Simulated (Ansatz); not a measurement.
# bond stretched by 0.8 Å, between Ag atomic chains under bias, part 2 of 2

Aim: the current at finite bias, with the potential solved under it.

Ansatz 0.2.0; DFT PBE, plane waves, PAW; current against voltage, self-consistent under bias.

So far: The structure; The sweep under bias.

## 2. The sweep under bias (continued)

Bias 1.5 V. Transmission and channels at 1.5 V against energy, zero at the mean Fermi level:

```csv
energy (eV),transmission,"channels, lower lead","channels, upper lead"
-1.008,0.551,1,1
-0.801,0.766,1,1
-0.672,0.786,1,1
-0.595,0.780,1,1
-0.388,0.758,1,1
-0.207,0.756,1,1
0.000,0.772,1,1
0.207,0.798,1,1
0.388,0.821,1,1
0.595,0.843,1,1
0.801,0.858,1,1
1.008,0.870,1,1
```

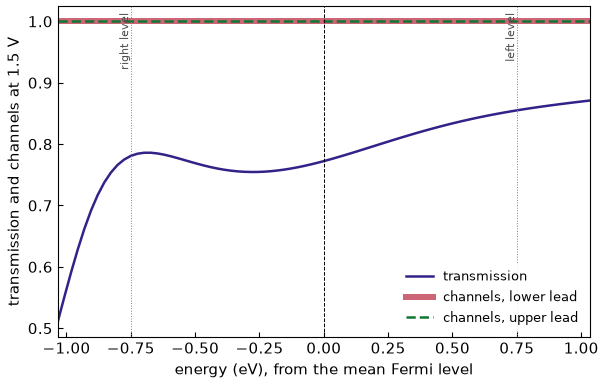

Transmission and channels at 1.5 V, plotted against energy.

The Hartree potential energy less that at 0 V, planar mean (0.3 V) oscillates, so the rows of the table below give means over windows of 5.36 Å about each position, cut where the curve ends. Its maxima inside the range that stand out by 2 % of the span (Å: eV): 98.1: 0.150, 121.5: 0.0363, 126.6: 0.0345, 131.8: 0.0348, 137.0: 0.0293, 143.2: -0.0115, 148.7: -0.0143, 153.9: -0.0161, 158.8: -0.0352. Its minima: 119.2: 0.0238, 124.1: 0.0108, 129.2: 0.00909, 134.4: 0.00681, 140.6: -0.0361, 145.8: -0.0402, 151.3: -0.0398, 156.8: -0.0425, 179.9: -0.142.

Hartree potential energy less that at 0 V, planar mean against z; means over each step:

```csv
z (Å),0.3 V (eV),0.6 V (eV),1 V (eV),1.5 V (eV)
92.96,0.0685,0.146,0.261,0.422
98.32,0.147,0.302,0.520,0.810
103.68,0.136,0.282,0.493,0.778
109.04,0.0943,0.196,0.341,0.538
114.40,0.0519,0.106,0.174,0.241
119.76,0.0305,0.0582,0.0893,0.113
125.12,0.0231,0.0461,0.0658,0.0721
130.48,0.0223,0.0445,0.0602,0.0584
135.84,0.0176,0.0331,0.0437,0.0467
141.20,-0.0211,-0.0521,-0.0981,-0.170
146.56,-0.0269,-0.0649,-0.123,-0.207
151.92,-0.0275,-0.0661,-0.127,-0.211
157.28,-0.0352,-0.0791,-0.143,-0.231
162.64,-0.0514,-0.112,-0.202,-0.318
168.00,-0.0863,-0.176,-0.297,-0.442
173.36,-0.125,-0.245,-0.398,-0.575
178.72,-0.139,-0.271,-0.435,-0.626
184.08,-0.0779,-0.147,-0.227,-0.308
```

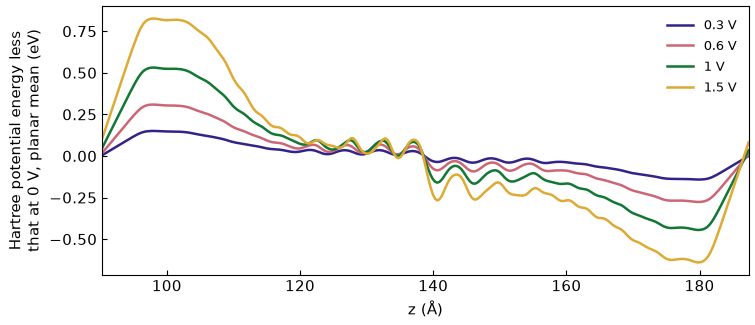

Hartree potential energy less that at 0 V, planar mean against z.

The electron density less that at 0 V, planar mean (0.3 V) oscillates, so the rows of the table below give means over windows of 10 Å about each position, cut where the curve ends. Its first 14 maxima inside the range that stand out by 2 % of the span (Å: e/Å³): 96.4: 7.1e-5, 103.3: 2.5e-5, 106.2: 1.5e-5, 108.5: 2.5e-5, 111.4: 1.1e-5, 114.0: 2.3e-5, 117.2: 3.5e-5, 122.1: 8.8e-5, 126.6: 8.7e-5, 127.3: 8.7e-5, 131.8: 9.7e-5, 137.7: 1.1e-4, 143.2: 9.3e-5, 148.7: 8.5e-5. Its first 14 minima: 99.4: -7.2e-6, 104.6: -1.7e-5, 107.2: -7.3e-6, 109.8: -3.4e-5, 112.4: -1.2e-5, 115.3: -3.3e-5, 119.5: -6.9e-5, 124.1: -1.0e-4, 127.0: 8.1e-5, 129.2: -1.1e-4, 134.4: -1.2e-4, 140.6: -1.2e-4, 145.8: -1.1e-4, 151.3: -1.0e-4.

Electron density less that at 0 V, planar mean against z; means over each step:

```csv
z (Å),0.3 V (e/Å³),0.6 V (e/Å³),1 V (e/Å³),1.5 V (e/Å³)
100,1.6e-5,3.2e-5,5.3e-5,7.7e-5
110,5.6e-7,2.1e-6,5.2e-6,8.8e-6
120,-1.1e-5,-1.9e-5,-1.9e-5,-1.8e-5
130,2.3e-6,-6.4e-7,-1.3e-5,-2.2e-5
140,1.3e-5,2.8e-5,4.8e-5,6.4e-5
150,-1.3e-6,-1.1e-5,-3.4e-5,-6.1e-5
160,-4.3e-6,-3.2e-6,5.9e-6,1.4e-5
170,-4.1e-7,-5.1e-7,1.6e-6,8.1e-6
180,-1.5e-5,-3.1e-5,-5.1e-5,-7.7e-5
```

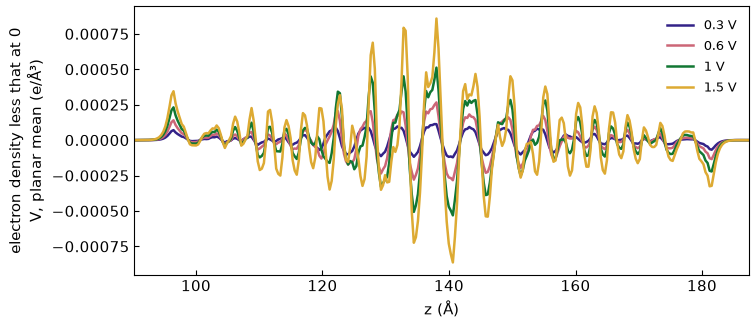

Electron density less that at 0 V, planar mean, plotted against z.

By hand: at 1.5 V the window reaches from -0.75 to 0.75 eV, and the mean transmission a spin over it is 0.792. With sharp Fermi edges I = G0 × V × T̄ = 77.48 μS × 1.5 V × 0.792 = 92.1 μA, against 92.1 μA from the program at 300 K.

The zero-bias conductance is 0.838 G₀; current over voltage goes 0.831 at +0.3 V, 0.812 at +0.6 V, 0.797 at +1 V and 0.792 at +1.5 V in the same unit. The leads' misfit reaches 74 meV.

## 3. Summary of results

| Item | Value |
| --- | --- |
| conductance at zero bias | 0.838 G₀ |
| current at +0.3 V | 19.3 μA |
| current at +0.6 V | 37.7 μA |
| current at +1 V | 61.8 μA |
| current at +1.5 V | 92.1 μA |

In words: The junction conducts 0.838 G₀ at zero bias and carries 92.1 μA at 1.50 V. At 1.50 V the current is 0.95 times what the zero-bias conductance would give; over all biases of the sweep that ratio lies between 0.95 and 0.99, so the junction is nearly ohmic. Of the 1.50 V, 0.30 V drops at the junction and the rest at the reservoirs. The leads' misfit reaches 74 meV, above the few hundredths of an eV that the manual allows, so the currents are rough. A wire screens slowly, so the current depends on the leads' length and the box width; neither was converged here. Transport is coherent and elastic here: the atoms are frozen, so scattering by vibrations plays no part. A cutoff under the files' recommended one was taken to save time; its effect on T(E) was not tested here.

[Logs are printed without paths, hosts, clocks, repeated set-up lines and the standing remarks that a program may print on its own settings, such as how far it seeks lower states.]

[Hosts, paths, dates, database ids (printed as entryN), source tags and the programs' standing remarks are cut or masked in the printed files.]
